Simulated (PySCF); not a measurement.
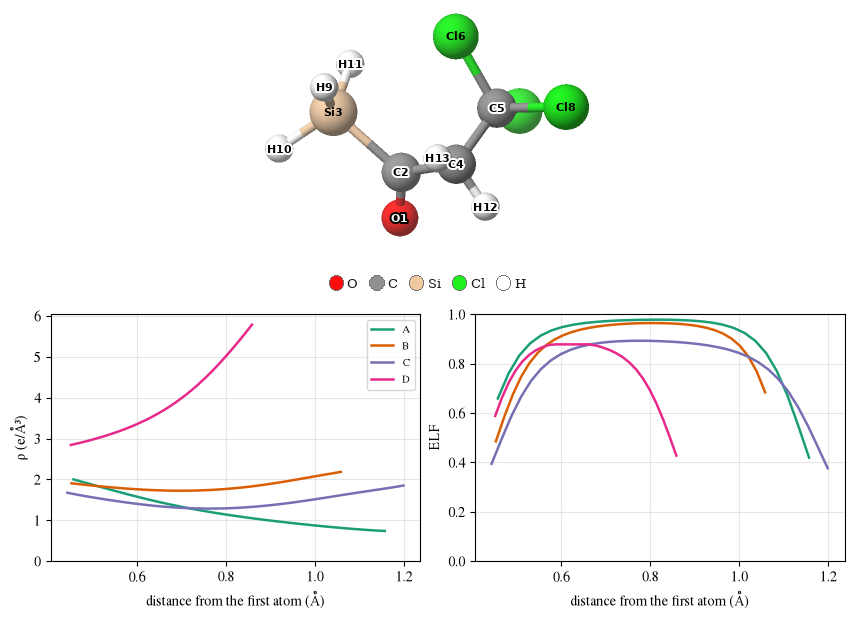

*C3H5Cl3OSi (SMILES O=C([SiH3])CC(Cl)(Cl)Cl). Total electron density and ELF along straight lines between neighbouring atoms. The curves leave out the atomic cores. The structure is drawn too.*

Geometry: GFN2-xTB.

The calculation used B3LYP/def2-SVPD, SCF density, gas phase (PySCF).

```yaml
atoms:
  - { symbol: O, position_ang: [0.7438, -1.7371, -1.0699] }
  - { symbol: C, position_ang: [0.5628, -0.6709, -0.5383] }
  - { symbol: Si, position_ang: [1.9408, 0.0880, 0.5756] }
  - { symbol: C, position_ang: [-0.7504, 0.0835, -0.7966] }
  - { symbol: C, position_ang: [-1.5953, 0.1900, 0.4518] }
  - { symbol: Cl, position_ang: [-0.8432, 1.2695, 1.6437] }
  - { symbol: Cl, position_ang: [-1.8040, -1.4117, 1.2014] }
  - { symbol: Cl, position_ang: [-3.2079, 0.8472, 0.0616] }
  - { symbol: H, position_ang: [1.9039, 1.5400, 0.4179] }
  - { symbol: H, position_ang: [3.1821, -0.4739, 0.0522] }
  - { symbol: H, position_ang: [1.7007, -0.3501, 1.9455] }
  - { symbol: H, position_ang: [-1.3185, -0.4598, -1.5574] }
  - { symbol: H, position_ang: [-0.5191, 1.0859, -1.1624] }
```

**Which curve belongs to which contact (C–C, C–Cl, C–O and C–Si)? The first atom named is at distance zero.**

Curve A: C–Si (1.93 Å): the density is about 0.91 e/Å³ at the midpoint; the ELF peaks at about 1 between the atoms; a covalent bond. Curve B: C–C (1.51 Å): the density is about 1.7 e/Å³ at the midpoint; the ELF peaks at about 0.95 between the atoms: a covalent bond. Curve C: C–Cl (1.78 Å): ρ at the midpoint is about 1.4 e/Å³; the ELF peaks at about 0.90 between the atoms: localised, covalent bonding. Curve D: C–O (1.21 Å): ρ at the midpoint is about 3.4 e/Å³; the ELF peaks at about 0.90 between the atoms: a multiple bond.
